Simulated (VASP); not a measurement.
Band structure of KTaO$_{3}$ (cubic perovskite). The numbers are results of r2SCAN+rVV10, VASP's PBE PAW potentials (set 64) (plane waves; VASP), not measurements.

Unless said otherwise, spin-orbit coupling is left out, though it shifts the bands of the heavy elements here.

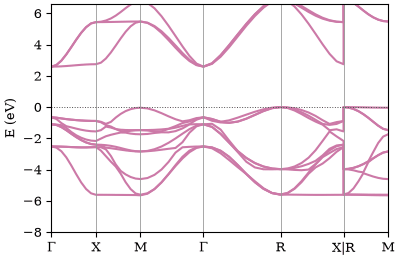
Bands along high-symmetry lines, zero at the valence-band maximum or, without a gap, the Fermi level

**Question.** Read the plot: is there a gap, and where are the band edges?

**Answer.** The gap is indirect, 2.59 eV, from the valence maximum at R to the conduction minimum at Γ.

Measured: gap 3.64 eV (computed value off by -1.05 eV), as given by Burak Himmetoglu et al., Journal of Physics Condensed Matter (2016), arXiv:1601.06205.

The compound is KTaO3 in the cubic perovskite structure. It was relaxed first.
